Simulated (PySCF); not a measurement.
Ge(CF3)2(Me)2, SMILES [CH3][Ge]([CH3])([C](F)(F)F)[C](F)(F)F, GFN2-xTB optimised geometry. Atoms within 1.6 Å of the plane z = 0.8 Å (x, y, z in Å): C1 (-1.04, 1.79, 0.00), Ge2 (-0.43, -0.09, 0.00), C3 (-1.04, -1.33, 1.42), C8 (1.61, -0.09, 0.00), F9 (2.09, 0.66, 1.01), F11 (2.12, -1.32, 0.17), H13 (-2.13, 1.83, -0.03), H14 (-0.70, 2.29, 0.90), H15 (-0.78, -0.95, 2.40), H16 (-0.57, -2.31, 1.29), H17 (-2.12, -1.46, 1.37).

Level of theory: PySCF 2.14.0 with CAM-B3LYP/def2-SVP. Cells within 0.4 Å of a nucleus heavier than hydrogen are left out (blank, or x).

Map of the electrostatic potential (hartree/e), clipped to [-0.08, 0.12] on the plane z = 0.8 Å:

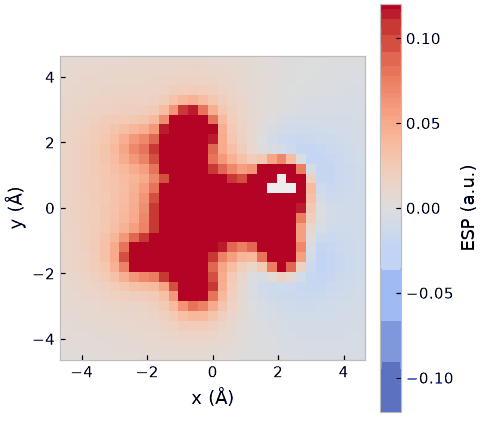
Figure: Electrostatic potential (hartree/e), clipped to [-0.08, 0.12] on the plane z = 0.8 Å.
